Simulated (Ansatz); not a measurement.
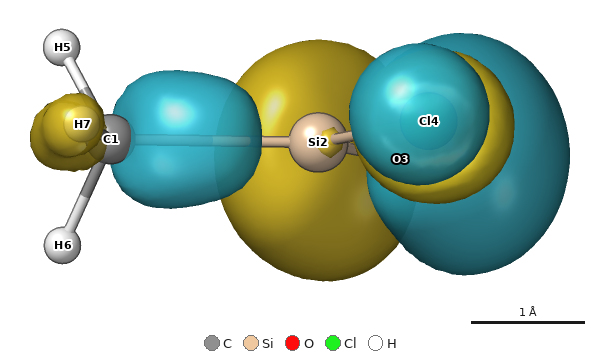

The picture shows: CH3ClOSi (SMILES C[Si](=O)Cl). The HOMO at ±0.1 Å⁻³ᐟ² (yellow and cyan are the two phases), seen from one side.

All numbers below come from Ansatz 0.2.0, RKS PBE-D4/6-31G*.

| atom | x (Å) | y (Å) | z (Å) |
| --- | --- | --- | --- |
| C | -0.0759 | 0.8649 | -0.1663 |
| Si | 0.2585 | -0.9148 | 0.3140 |
| O | -0.7304 | -1.9090 | 0.9589 |
| Cl | 2.2145 | -1.4081 | -0.1450 |
| H | -0.9271 | 0.8894 | -0.8671 |
| H | -0.3701 | 1.4266 | 0.7362 |
| H | 0.8012 | 1.3401 | -0.6291 |

Q: Where does this orbital lie, and at what energy?

A: By Hirshfeld shares it lies mainly on O3 (about 75 %), Si2 (about 15 %) and Cl4 (about 5 %); largely a lone pair of O3. Its energy is −6.66 eV.
